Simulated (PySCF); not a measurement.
# PBE0/6-311G(d,p) run of GaSiH4OF (SMILES O[SiH](F)[GaH2])

Aim: the vertical singlet–triplet gap of GaSiH4OF at PBE0/6-311G**, from 2 runs. 

The results are computed with PySCF 2.14.0.

2 further runs of the same task are left out: 2 set aside as unsound or not needed.

## Step 1: Starting point

GaSiH4OF has 8 atoms, charge 0, and is taken as a singlet. SMILES: `O[SiH](F)[GaH2]`. Geometry: a GFN2-xTB relaxation, a rough one for these elements and not checked as a minimum. This is one conformer, not always the lowest.

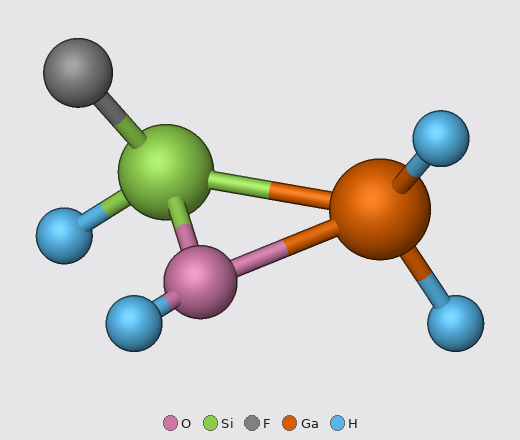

The structure, seen from a chosen angle (oxygen pink, silicon green, fluorine grey, gallium orange, hydrogen blue).

## Step 2: A single-point energy at PBE0/6-311G(d,p)

File input.py:

```python
# O[SiH](F)[GaH2]
from pyscf import gto, dft

mol = gto.M(
    atom='''
O     -1.439159     0.178749     1.062744
Si    -0.178031     1.281045    -1.788456
F      0.353530     4.213485    -1.040597
Ga     1.863308    -2.027582     0.479990
H     -2.877524     0.980088     1.843711
H     -2.447743     1.678738    -3.345193
H      0.958375    -4.840590     0.083091
H      3.767226    -1.463914     2.704727
''',
    basis='6-311g**',
    unit='bohr',
    charge=0,
    max_memory=1860,
    verbose=3,
)

calc0 = dft.RKS(mol, xc='pbe0')
calc0.grids.level = 4
calc0.conv_tol = 1e-10
calc0.kernel()
if not calc0.converged:
    calc0 = calc0.newton().run(calc0.mo_coeff, calc0.mo_occ)

e_tot = calc0.e_tot
print('E = %.10f Eh' % e_tot)
```

Started as:

```bash
$ OMP_NUM_THREADS=1 python input.py
```

Log:

```text
converged SCF energy = -2391.34368403485
E = -2391.3436840348 Eh
```

Run time: 27 s. Hardware: 1 thread of Arm Neoverse V1, shared host; peak memory 0.77 GiB.

## Step 3: The triplet, same level

File job.py:

```python
from pyscf import gto, dft

molecule = gto.M(
    atom=[
    ('O', (-0.761570, 0.094590, 0.562380)),
    ('Si', (-0.094210, 0.677900, -0.946410)),
    ('F', (0.187080, 2.229680, -0.550660)),
    ('Ga', (0.986020, -1.072950, 0.254000)),
    ('H', (-1.522720, 0.518640, 0.975650)),
    ('H', (-1.295290, 0.888350, -1.770200)),
    ('H', (0.507150, -2.561530, 0.043970)),
    ('H', (1.993530, -0.774670, 1.431280)),
],
    charge=0,
    spin=2,
    basis='6-311g**',
    verbose=4,
    max_memory=1860,
)

mf = dft.UKS(molecule)
mf.xc = 'pbe0'
mf.conv_tol = 1e-10
mf.grids.level = 4
mf.kernel()
if not mf.converged:
    mf = mf.newton().run(mf.mo_coeff, mf.mo_occ)

etot = mf.e_tot
print('Final energy', etot)
```

Started as:

```bash
$ OMP_NUM_THREADS=1 python job.py
```

Log:

```text
PySCF version 2.14.0

[... 62 lines left out ...]
[... the frontier-level lines of each cycle are left out ...]
[... 11 lines left out ...]
[... 11 lines left out ...]
[... 11 lines left out ...]
[... 11 lines left out ...]
[... 11 lines left out ...]
[... 11 lines left out ...]
[... 5 lines left out ...]

cycle= 15 E= -2391.19326449851  delta_E= -8.53e-10  |g|= 1.4e-05  |ddm|= 0.000193


cycle= 16 E= -2391.19326449867  delta_E= -1.59e-10  |g|= 6.51e-06  |ddm|= 4.94e-05


cycle= 17 E= -2391.19326449871  delta_E= -3.96e-11  |g|= 2.93e-06  |ddm|= 2.52e-05


Extra cycle  E= -2391.19326449872  delta_E= -9.55e-12  |g|= 3.71e-06  |ddm|= 1.71e-05
converged SCF energy = -2391.19326449872  <S^2> = 2.0042483  2S+1 = 3.0028309
Final energy -2391.1932644987164
```

Wall time 71 s (1 thread of Arm Neoverse V1, shared host); peak memory 0.79 GiB.

## Step 4: Outcome

Level: PBE0/6-311G**.

```
                                        quantity           value
                           singlet: total energy  -2391.34368 Eh
                          singlet: dipole moment          1.41 D
                            singlet: HOMO energy        -7.54 eV
                            singlet: LUMO energy        -1.15 eV
                          singlet: HOMO–LUMO gap         6.38 eV
                           triplet: total energy  -2391.19326 Eh
                          triplet: dipole moment          1.66 D
     triplet: HOMO energy (highest over α and β)        -3.59 eV
                                   triplet: ⟨S²⟩           2.004
vertical energy of the triplet above the singlet        4.093 eV
```

What this shows: At this shape the triplet lies 4.09 eV (395 kJ/mol) above the singlet. Mulliken charges (singlet) run from -0.69 on O1 to +0.87 on Si2.
